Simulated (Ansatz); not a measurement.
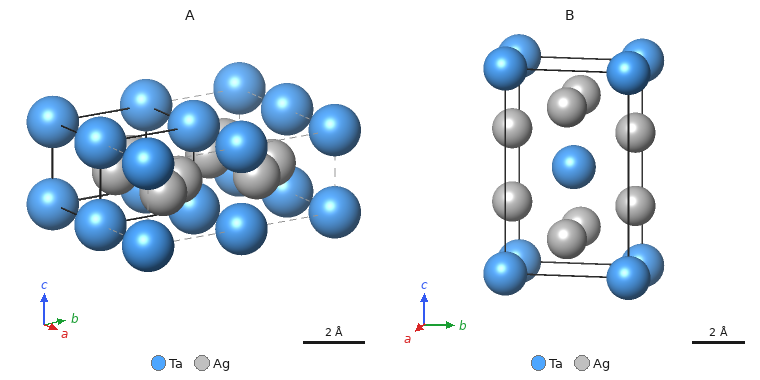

Two structures of TaAg₂, each relaxed to rest (conventional cells in solid outline, small ones repeated, not to one scale). Method: Ansatz, DFT PBE, scalar-relativistic, plane waves, PAW, without spin polarisation.

> What are the two structures?

A: AlB₂ type, P6/mmm. B: 6 atoms a cell on a body-centred orthorhombic lattice, Immm.

> Which is the more stable form at this level of theory?

A is lower, by 205 meV/atom at this level of theory (energies at zero smearing). Volumes: A 17.4, B 18.2 Å³/atom.

One or both may be structure types tried for this composition rather than known phases.
